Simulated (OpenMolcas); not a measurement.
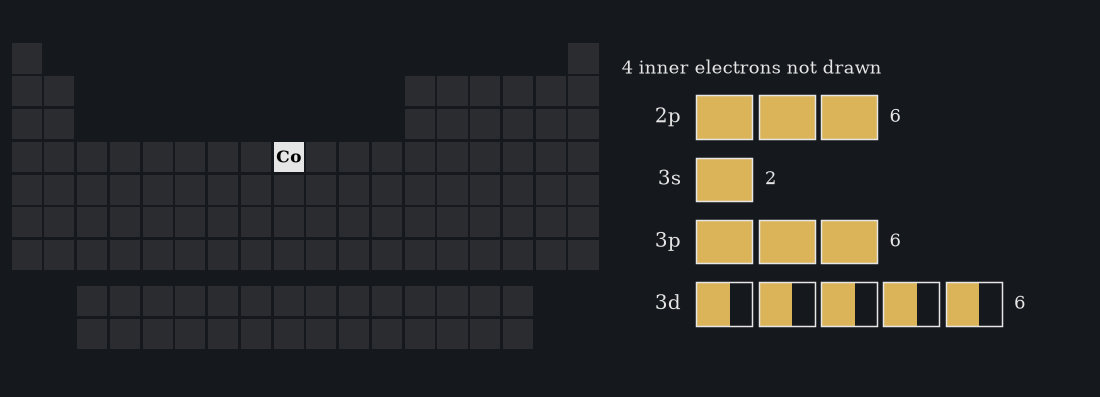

Left, the place of cobalt in the periodic table; right, the outer shells of the leading configuration of the lowest level: a box for each of the 2l + 1 orbitals, shaded by the share of the shell that is filled, with the electron count at the right.

**Multiconfigurational calculation: Co³⁺ complex (part 1 of 2)**

Co³⁺ with 6 ligands (Br; octahedron, 2.491 Å), embedded in Cs2NaYBr6 by model potentials and point charges, whose field is part of the energies. Computed at this level: state-averaged CASSCF, active space 6 electrons in the shell 3d, basis ANO-RCC-VDZP on the metal and ANO-RCC-VDZP on the ligands, DKH2 scalar Hamiltonian, spin-orbit coupling by RASSI with atomic mean-field integrals (OpenMolcas).

**Input**
```
&GATEWAY
Basis set
Co.ANO-RCC-VDZP.
Co1 0.0 0.0 0.0 Angstrom
End of basis
Basis set
Br.ANO-RCC-VDZP.
L1 2.491000 0.000000 0.000000 Angstrom
L2 0.000000 2.491000 0.000000 Angstrom
L3 0.000000 0.000000 2.491000 Angstrom
End of basis
Basis set
Na.EMB-AIMP.Al-Abdalla.7s4p.1s1p.ECP.Cs2NaYBr6.
PseudoCharge
* 3 symmetry-unique lattice sites within 7.6 angstrom
End of basis
Basis set
Cs.EMB-AIMP.Al-Abdalla.0s.0s.ECP.Cs2NaYBr6.
PseudoCharge
* 4 symmetry-unique lattice sites within 7.6 angstrom
End of basis
Basis set
Br.EMB-AIMP.Al-Abdalla.0s.0s.ECP.Cs2NaYBr6.
PseudoCharge
* 12 symmetry-unique lattice sites within 7.6 angstrom
End of basis
Symmetry
XYZ
AngMom=0.0 0.0 0.0
AMFI
RICD
XField
1570 Angstrom 0
* Evjen-weighted lattice charges
&SEWARD
&RASSCF
FileOrb=start.orb
Symmetry=1
Spin=5
nActEl=6 0 0
Inactive=57 60
Ras2=5 0
CIRoot=5 5 1
SDav=5
CIMx=300
Iter=150 100
PrWF=0.3
OrbListing=Nothing
MaxOrb=0
LevShft=1.0
>>> COPY $Project.JobIph JOB001
&RASSCF
FileOrb=start.orb
Symmetry=1
Spin=3
nActEl=6 0 0
Inactive=57 60
Ras2=5 0
CIRoot=45 45 1
SDav=45
CIMx=300
Iter=150 100
PrWF=0.3
OrbListing=Nothing
MaxOrb=0
LevShft=1.0
>>> COPY $Project.JobIph JOB002
&RASSCF
FileOrb=start.orb
Symmetry=1
Spin=1
nActEl=6 0 0
Inactive=57 60
Ras2=5 0
CIRoot=50 50 1
SDav=50
CIMx=300
Iter=150 100
PrWF=0.3
OrbListing=Nothing
MaxOrb=0
LevShft=1.0
>>> COPY $Project.JobIph JOB003
&RASSI
NrOfJobIphs=3 5 45 50
1 2 3 4 5
1 2 3 4 5 6 7 8 9 10 11 12 13 14 15 16 17 18 19 20 21 22 23 24 25 26 27
28 29 30 31 32 33 34 35 36 37 38 39 40 41 42 43 44 45
1 2 3 4 5 6 7 8 9 10 11 12 13 14 15 16 17 18 19 20 21 22 23 24 25 26 27
28 29 30 31 32 33 34 35 36 37 38 39 40 41 42 43 44 45 46 47 48 49 50
IphNames
JOB001
JOB002
JOB003
EJob
SpinOrbit
DIPRint=1.0
SOCoupling=1000.0
Subsets=2
Property=9
'ANGMOM' 1 'ANGMOM' 2 'ANGMOM' 3 'MLTPL  1' 1 'MLTPL  1' 2 'MLTPL  1' 3
'AMFI' 1 'AMFI' 2 'AMFI' 3
SOProperty=3
'ANGMOM' 1 'ANGMOM' 2 'ANGMOM' 3
```

The file start.orb holds starting orbitals from an earlier step. A driver script formed the levels outside the program, from RASSI's spin-orbit matrix and the active-space energies, averaged over the components of each term or state.

Launched with:
```bash
OMP_NUM_THREADS=1 MOLCAS_MEM=2457 MOLCAS_PROJECT=a pymolcas a.inp > a.log  # once for each step of the input, in one work folder
```

**Output (extracts)**
```
--- SEWARD ---
Basis set label: CO.ANO-RCC...5S4P2D1F.

      Electronic valence basis set:
      ------------------
      Associated Effective Charge  27.000000 au
      Associated Actual Charge     27.000000 au
      Nuclear Model: Point charge

      Shell  nPrim  nBasis  Cartesian Spherical Contaminant
         s      21       5        X
         p      15       4        X
         d      10       2                 X
         f       6       1                 X
                  Relativistic Douglas-Kroll-Hess integrals:
                    - DKH order of Hamiltonian: 2
                    - DKH order of Properties : 0
                  Atomic mean-field integrals
--- RASSCF ---
Wave function specifications:
      -----------------------------

      Number of closed shell electrons         234
      Number of electrons in active shells       6
      Max number of holes in RAS1 space          0
      Max nr of electrons in RAS3 space          0
      Number of inactive orbitals              117
      Number of active orbitals                  5
      Number of secondary orbitals              98
      Spin quantum number                      2.0
      State symmetry                             1
Orbital specifications:
      -----------------------

      Symmetry species                           1   2
                                                ag  au
      Frozen orbitals                            0   0
      Inactive orbitals                         57  60
      Active orbitals                            5   0
      RAS1 orbitals                              0   0
      RAS2 orbitals                              5   0
      RAS3 orbitals                              0   0
      Secondary orbitals                        46  52
      Deleted orbitals                           0   0
      Number of basis functions                108 112
      Number of CSFs                             5
      Number of root(s) required                 5
      Iter CI   SX   CI       RASSCF       Energy    max ROT     max BLB   max BLB  Level Ln srch  Step   QN
          iter iter root      energy       change     param      element    value   shift minimum  type update
 Nr of preliminary CI iterations:   1
      Total energies have been shifted. Add               -17000.00 au
        1   1   15    0   -17.93252131    0.00E+00  -8.35E-02   60  66 1  4.32E-01*  1.83   0.00    SX    NO
        2   1   15    0   -18.47698261   -5.44E-01* -6.90E-02   13  61 2  1.88E-01*  1.43   0.00    SX    NO
        3   1   15    0   -18.63491522   -1.58E-01* -5.55E-02   13  61 2  1.11E-01*  1.29   0.00    SX    NO
        4   1   15    0   -18.69042576   -5.55E-02* -3.75E-02   13  61 2  6.14E-02*  1.21   0.00    SX    NO
        5   1   14    0   -18.71075640   -2.03E-02* -4.30E-02   55  63 2  3.46E-02*  1.16   2.41    LS   YES
        6   1   14    0   -18.72129597   -1.05E-02*  1.85E-02   62  68 1 -1.72E-02*  1.11   1.24    QN   YES
        7   1   14    0   -18.72430626   -3.01E-03*  1.25E-02    6  73 2 -1.20E-02*  1.11   1.71    LS   YES
        8   1   14    0   -18.72493319   -6.27E-04*  5.61E-03    6  73 2 -1.49E-02*  1.11   1.06    QN   YES
        9   1   13    0   -18.72563457   -7.01E-04* -5.86E-03   19  63 2  3.56E-03*  1.10   1.59    QN   YES
       10   1   12    0   -18.72592004   -2.85E-04* -4.99E-03    4  71 2  3.13E-03*  1.11   1.30    QN   YES
       11   1   12    0   -18.72599600   -7.60E-05* -3.50E-03    4  71 2  2.40E-03*  1.10   1.60    QN   YES
       12   1   11    0   -18.72602782   -3.18E-05* -1.14E-03   10  61 2 -7.65E-04*  1.10   1.30    QN   YES
       13   1   11    0   -18.72603418   -6.35E-06* -4.34E-04    6  73 2 -3.52E-04*  1.10   1.44    QN   YES
       14   1    9    0   -18.72603607   -1.89E-06* -2.20E-04    6  73 2 -2.17E-04*  1.10   1.40    QN   YES
       15   1    9    0   -18.72603660   -5.26E-07* -1.53E-04   46  63 2  8.99E-05   1.10   1.45    QN   YES
       16   1    9    0   -18.72603676   -1.65E-07* -9.05E-05   46  63 2  6.94E-05   1.10   1.39    QN   YES
       17   1    7    0   -18.72603681   -4.55E-08*  4.32E-05    4  71 2  3.89E-05   1.10   1.42    QN   YES
       18   1    6    0   -18.72603682   -1.24E-08* -1.41E-05    4  61 2 -1.45E-05   1.10   1.46    QN   YES
       19   1    6    0   -18.72603682   -1.89E-09   4.78E-06   55  98 2 -5.63E-06   1.10   2.50    QN   YES
      Convergence after 19 iterations
       20   1    6    0   -18.72603682   -4.47E-10   4.78E-06    4  71 2 -2.85E-06   1.10   2.50    QN   YES
      Natural orbitals and occupation numbers for root  1
      sym 1:   2.000000   1.000000   1.000000   1.000000   1.000000
      Natural orbitals and occupation numbers for root  2
      sym 1:   1.000000   1.000000   1.000000   2.000000   1.000000
      Natural orbitals and occupation numbers for root  3
      sym 1:   2.000000   1.000000   1.000000   1.000000   1.000000
::    RASSCF root number  1 Total energy: -17018.74066025
::    RASSCF root number  2 Total energy: -17018.74066025
::    RASSCF root number  3 Total energy: -17018.74066025
::    RASSCF root number  4 Total energy: -17018.70410168
::    RASSCF root number  5 Total energy: -17018.70410168
--- RASSCF ---
Wave function specifications:
      -----------------------------

      Number of closed shell electrons         234
      Number of electrons in active shells       6
      Max number of holes in RAS1 space          0
      Max nr of electrons in RAS3 space          0
      Number of inactive orbitals              117
      Number of active orbitals                  5
      Number of secondary orbitals              98
      Spin quantum number                      1.0
      State symmetry                             1
Orbital specifications:
      -----------------------

      Symmetry species                           1   2
                                                ag  au
      Frozen orbitals                            0   0
      Inactive orbitals                         57  60
      Active orbitals                            5   0
      RAS1 orbitals                              0   0
      RAS2 orbitals                              5   0
      RAS3 orbitals                              0   0
      Secondary orbitals                        46  52
      Deleted orbitals                           0   0
      Number of basis functions                108 112
      Number of CSFs                            45
      Number of root(s) required                45
      Iter CI   SX   CI       RASSCF       Energy    max ROT     max BLB   max BLB  Level Ln srch  Step   QN
          iter iter root      energy       change     param      element    value   shift minimum  type update
 Nr of preliminary CI iterations:   1
      Total energies have been shifted. Add               -17000.00 au
        1   1    9    0   -18.57165875    0.00E+00   1.31E-02   58  67 1 -1.88E-02*  1.13   0.00    SX    NO
        2   1    9    0   -18.57398652   -2.33E-03* -1.18E-02   51  60 1  1.09E-02*  1.13   0.00    SX    NO
        3   1    9    0   -18.57517493   -1.19E-03*  8.36E-03   51  60 1  7.76E-03*  1.12   0.00    SX    NO
        4   1    8    0   -18.57585519   -6.80E-04*  6.86E-03   51  60 1  6.38E-03*  1.12   0.00    SX    NO
        5   1    8    0   -18.57626241   -4.07E-04*  9.86E-03   51  60 1  4.92E-03*  1.11   2.50    LS   YES
        6   1    8    0   -18.57666998   -4.08E-04*  1.33E-02   49  63 1 -3.40E-03*  1.11   2.43    LS   YES
        7   1    8    0   -18.57688535   -2.15E-04*  1.45E-03   31  72 2  4.49E-03*  1.10   1.06    QN   YES
        8   1    8    0   -18.57692188   -3.65E-05* -1.37E-03   49  63 1 -1.91E-03*  1.10   1.12    QN   YES
        9   1    8    0   -18.57693987   -1.80E-05* -1.24E-03   49  63 1 -9.13E-04*  1.10   1.91    LS   YES
       10   1    7    0   -18.57694504   -5.18E-06* -5.28E-04   31  72 2 -5.09E-04*  1.10   0.99    QN   YES
       11   1    7    0   -18.57694708   -2.04E-06* -3.67E-04   53  63 2  2.20E-04*  1.10   1.70    LS   YES
       12   1    7    0   -18.57694746   -3.79E-07* -3.48E-04   58  67 1 -2.53E-04*  1.10   0.95    QN   YES
       13   1    6    0   -18.57694796   -4.99E-07* -3.98E-04   58  67 1 -1.07E-04*  1.10   2.15    LS   YES
       14   1    7    0   -18.57694815   -1.90E-07* -1.15E-04   49  77 1  8.89E-05   1.10   0.96    QN   YES
       15   1    6    0   -18.57694824   -8.69E-08* -1.42E-04   49  63 1  7.45E-05   1.10   2.23    LS   YES
       16   1    6    0   -18.57694828   -4.26E-08*  7.36E-05   49  63 1  6.35E-05   1.10   1.09    QN   YES
       17   1    5    0   -18.57694830   -1.90E-08*  5.86E-05   49  63 1  3.74E-05   1.10   1.92    QN   YES
       18   1    5    0   -18.57694831   -8.54E-09   7.10E-06   58  61 2  1.04E-05   1.10   1.24    QN   YES
      Convergence after 18 iterations
       19   1    5    0   -18.57694831   -6.58E-10   7.10E-06   58  61 2  6.30E-06   1.10   1.24    QN   YES
      Natural orbitals and occupation numbers for root  1
      sym 1:   1.073210   1.907860   0.062879   1.910001   1.046050
      Natural orbitals and occupation numbers for root  2
      sym 1:   1.907459   1.073606   1.045569   1.910014   0.063352
      Natural orbitals and occupation numbers for root  3
      sym 1:   1.909965   1.909556   0.060857   1.071514   1.048108
::    RASSCF root number  1 Total energy: -17018.67225378
::    RASSCF root number  2 Total energy: -17018.67225378
::    RASSCF root number  3 Total energy: -17018.67225378
::    RASSCF root number  4 Total energy: -17018.65795232
::    RASSCF root number  5 Total energy: -17018.65795232
::    RASSCF root number  6 Total energy: -17018.65795232
::    RASSCF root number  7 Total energy: -17018.64776823
::    RASSCF root number  8 Total energy: -17018.64776823
::    RASSCF root number  9 Total energy: -17018.64776823
::    RASSCF root number 10 Total energy: -17018.63668663
::    RASSCF root number 11 Total energy: -17018.63668663
::    RASSCF root number 12 Total energy: -17018.63668663
::    RASSCF root number 13 Total energy: -17018.62112319
::    RASSCF root number 14 Total energy: -17018.62112319
::    RASSCF root number 15 Total energy: -17018.62112319
::    RASSCF root number 16 Total energy: -17018.61936993
::    RASSCF root number 17 Total energy: -17018.61936993
::    RASSCF root number 18 Total energy: -17018.60286668
::    RASSCF root number 19 Total energy: -17018.60286668
::    RASSCF root number 20 Total energy: -17018.60286668
::    RASSCF root number 21 Total energy: -17018.59948089
::    RASSCF root number 22 Total energy: -17018.59948089
::    RASSCF root number 23 Total energy: -17018.59340333
::    RASSCF root number 24 Total energy: -17018.58954425
::    RASSCF root number 25 Total energy: -17018.58954425
::    RASSCF root number 26 Total energy: -17018.58954425
::    RASSCF root number 27 Total energy: -17018.57376518
::    RASSCF root number 28 Total energy: -17018.57156852
::    RASSCF root number 29 Total energy: -17018.57156852
::    RASSCF root number 30 Total energy: -17018.57156852
--- RASSCF ---
Wave function specifications:
      -----------------------------

      Number of closed shell electrons         234
      Number of electrons in active shells       6
      Max number of holes in RAS1 space          0
      Max nr of electrons in RAS3 space          0
      Number of inactive orbitals              117
      Number of active orbitals                  5
      Number of secondary orbitals              98
      Spin quantum number                      0.0
      State symmetry                             1
Orbital specifications:
      -----------------------

      Symmetry species                           1   2
                                                ag  au
      Frozen orbitals                            0   0
      Inactive orbitals                         57  60
      Active orbitals                            5   0
      RAS1 orbitals                              0   0
      RAS2 orbitals                              5   0
      RAS3 orbitals                              0   0
      Secondary orbitals                        46  52
      Deleted orbitals                           0   0
      Number of basis functions                108 112
      Number of CSFs                            50
      Number of root(s) required                50
      Iter CI   SX   CI       RASSCF       Energy    max ROT     max BLB   max BLB  Level Ln srch  Step   QN
          iter iter root      energy       change     param      element    value   shift minimum  type update
 Nr of preliminary CI iterations:   1
      Total energies have been shifted. Add               -17000.00 au
        1   1    8    0   -18.50514118    0.00E+00   7.04E-03   58  67 1 -1.15E-02*  1.10   0.00    SX    NO
        2   1    8    0   -18.50577881   -6.38E-04* -6.06E-03   51  60 1  5.66E-03*  1.09   0.00    SX    NO
        3   1    8    0   -18.50611292   -3.34E-04* -4.15E-03   58  67 1 -4.33E-03*  1.09   0.00    SX    NO
        4   1    8    0   -18.50630626   -1.93E-04* -3.39E-03   51  60 1  3.16E-03*  1.09   0.00    SX    NO
        5   1    8    0   -18.50642262   -1.16E-04* -4.97E-03   51  60 1  2.34E-03*  1.09   2.50    LS   YES
        6   1    8    0   -18.50654088   -1.18E-04* -6.70E-03   49  63 1 -1.91E-03*  1.08   2.39    LS   YES
        7   1    8    0   -18.50660132   -6.04E-05*  6.27E-04   33  71 2  2.30E-03*  1.08   1.03    QN   YES
        8   1    7    0   -18.50661023   -8.91E-06*  5.18E-04   58  67 1  1.02E-03*  1.08   1.05    QN   YES
        9   1    7    0   -18.50661464   -4.41E-06* -4.70E-04   49  63 1 -5.22E-04*  1.08   1.91    LS   YES
       10   1    7    0   -18.50661592   -1.28E-06*  1.95E-04   33  61 2  1.79E-04*  1.08   1.00    QN   YES
       11   1    7    0   -18.50661625   -3.27E-07*  1.91E-04   49  77 1 -1.03E-04*  1.08   1.98    LS   YES
       12   1    6    0   -18.50661635   -1.00E-07* -1.30E-04   58  67 1 -8.04E-05   1.08   0.95    QN   YES
       13   1    6    0   -18.50661642   -7.29E-08* -8.56E-05   51  60 1 -3.39E-05   1.08   1.66    LS   YES
       14   1    6    0   -18.50661644   -1.53E-08* -5.62E-05   58  67 1  3.86E-05   1.08   1.07    QN   YES
       15   1    5    0   -18.50661645   -1.40E-08* -8.94E-05   49  63 1  2.58E-05   1.08   2.50    QN   YES
       16   1    5    0   -18.50661646   -1.09E-08* -1.87E-05   49  63 1  1.45E-05   1.08   1.13    QN   YES
       17   1    5    0   -18.50661646   -1.44E-09   2.02E-05   49  63 1  7.61E-06   1.08   2.50    QN   YES
      Convergence after 17 iterations
       18   1    5    0   -18.50661646   -7.49E-10   2.02E-05   60  62 2  3.47E-06   1.08   2.50    QN   YES
      Natural orbitals and occupation numbers for root  1
      sym 1:   1.947119   1.947119   0.079321   1.947119   0.079321
      Natural orbitals and occupation numbers for root  2
      sym 1:   1.972168   1.006985   1.002233   1.971840   0.046774
      Natural orbitals and occupation numbers for root  3
      sym 1:   1.035738   1.972525   0.074987   1.943088   0.973662
::    RASSCF root number  1 Total energy: -17018.63405635
::    RASSCF root number  2 Total energy: -17018.62664774
::    RASSCF root number  3 Total energy: -17018.62664774
::    RASSCF root number  4 Total energy: -17018.62664774
::    RASSCF root number  5 Total energy: -17018.60645800
::    RASSCF root number  6 Total energy: -17018.60645800
::    RASSCF root number  7 Total energy: -17018.60645800
::    RASSCF root number  8 Total energy: -17018.59445484
::    RASSCF root number  9 Total energy: -17018.59445484
::    RASSCF root number 10 Total energy: -17018.58620114
::    RASSCF root number 11 Total energy: -17018.58357527
::    RASSCF root number 12 Total energy: -17018.58357527
::    RASSCF root number 13 Total energy: -17018.58357526
::    RASSCF root number 14 Total energy: -17018.57329733
::    RASSCF root number 15 Total energy: -17018.57329733
::    RASSCF root number 16 Total energy: -17018.57329733
::    RASSCF root number 17 Total energy: -17018.57149023
::    RASSCF root number 18 Total energy: -17018.54941647
::    RASSCF root number 19 Total energy: -17018.54941647
::    RASSCF root number 20 Total energy: -17018.54941647
::    RASSCF root number 21 Total energy: -17018.54873033
::    RASSCF root number 22 Total energy: -17018.54873033
::    RASSCF root number 23 Total energy: -17018.54322836
::    RASSCF root number 24 Total energy: -17018.54322836
::    RASSCF root number 25 Total energy: -17018.54322836
::    RASSCF root number 26 Total energy: -17018.52612837
::    RASSCF root number 27 Total energy: -17018.51395292
::    RASSCF root number 28 Total energy: -17018.50695775
::    RASSCF root number 29 Total energy: -17018.50695775
::    RASSCF root number 30 Total energy: -17018.50291900
```

(Continued in part 2.) Outcome of the run: converged.
